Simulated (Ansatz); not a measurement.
# F$_{5}$H$_{2}$NTa (doublet): what the fields show

Input file:

```
crystal:
  periodic: [false, false, false]
  atoms:
    - { symbol: Ta, position_ang: [-0.462702, -0.000428, 0.01022] }
    - { symbol: F, position_ang: [2.657353, 0.036309, 0.02059] }
    - { symbol: F, position_ang: [0.076058, -0.07146, 1.816164] }
    - { symbol: F, position_ang: [0.069502, 0.047346, -1.798514] }
    - { symbol: "N", position_ang: [-1.111402, 1.870449, 0.026197] }
    - { symbol: H, position_ang: [-1.64741, 2.309748, 0.78552] }
    - { symbol: H, position_ang: [-1.245006, 2.411919, -0.840104] }
    - { symbol: F, position_ang: [-1.259493, -1.726461, -0.022942] }
    - { symbol: F, position_ang: [3.988098, -0.01912, 0.002869] }
magnetization:
  spin_polarized: true
  initial_magnetization: 1
basis:
  gaussian: { orbitals: def2-SVP }
hamiltonian:
  xc: pbe
relax:
  f_tol: 0.03
  max_steps: 50
output:
  orbitals: {}
```

Run with:

```sh
ansatz run input.yaml --threads 4 --pin off --max-ram 5120MiB --backend cpu --events-out ev --progress --plain --runs-dir out
```

The fields are those of the run's last geometry, not of the input's.

Core potentials replace the inner electrons of Ta.

All numbers below come from UKS PBE/def2-SVP (Ansatz).

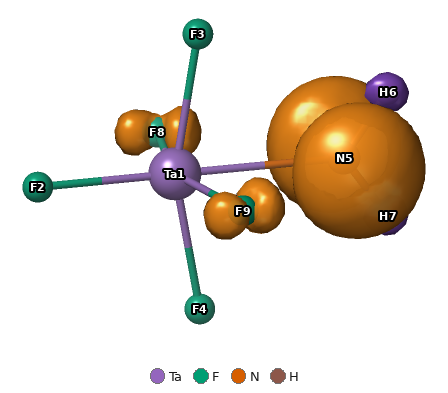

Figure 1. Isosurfaces of the spin density (α minus β) at +0.03 (orange) and −0.03 e/Å³ (purple), seen at an oblique angle.

Which atoms carry the spin?

The unpaired spin (1 electron) lies mostly on N5 (about 0.8), in electrons by Hirshfeld's partition.

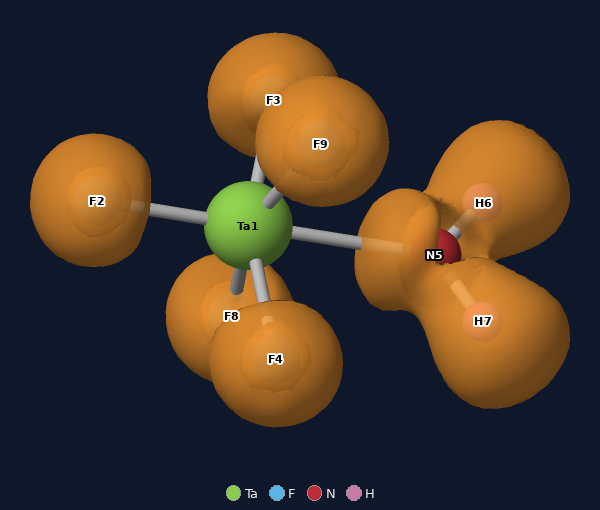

Figure 2. Isosurface of the electron localisation function at 0.75 (orange), seen at a tilt. Core shells and regions of very low density are left out.

Identify the bonds, lone pairs and shells in this picture.

At this value the surface marks out five regions wrapped around F (the valence shell of each) and one joined region spread over several atoms (H, N), in which their bonds and any lone pairs are merged. Profiles from the grid: Ta–F (1.88 Å): the ELF peaks at about 0.85 in the valence shell of F, 0.5 Å from its nucleus, and drops to about 0.25 between the two atoms. Ta–N (2.31 Å): the ELF peaks at about 0.95 in the valence shell of N, 0.7 Å from its nucleus, and is about 0.20 at the midpoint.

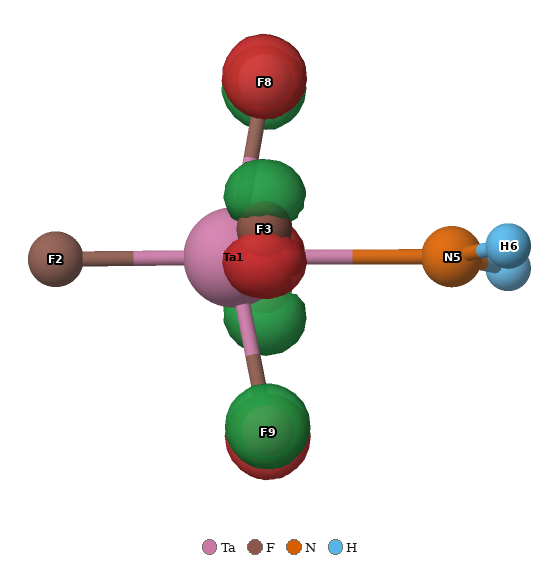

Figure 3. The HOMO (β) at ±0.3 Å⁻³ᐟ² (green and red are the two phases), seen from one side.

Where does this orbital lie, and at what energy?

Its weight (Hirshfeld) is mainly on F8 (about 25 %), F9 (about 25 %), F3 (about 25 %) and F4 (about 25 %); largely a combination of lone pairs on F8, F9, F3 and F4. Its energy is −8.96 eV.
